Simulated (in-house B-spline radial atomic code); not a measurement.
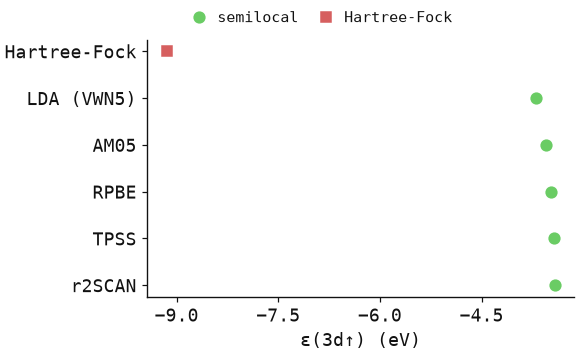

System: a free Sc atom, configuration [Ar] 3d1 4s2 (high spin). All runs are scalar-relativistic, spin-polarised and spherical, computed with an in-house B-spline radial code (spin-free X2C). Hartree-Fock is the average over the configuration. The plot shows the eigenvalue (eV) of the 3d up orbital by 6 methods.

How much do the methods differ, and in which order?

The deepest is Hartree-Fock (−9.15) and the shallowest r2SCAN (−3.42), a spread of 5.72 eV. In order (eV): Hartree-Fock (−9.15), LDA (VWN5) (−3.70), AM05 (−3.54), RPBE (−3.48), TPSS (−3.43), r2SCAN (−3.42). On the whole, exact exchange removes self-interaction and deepens occupied levels.
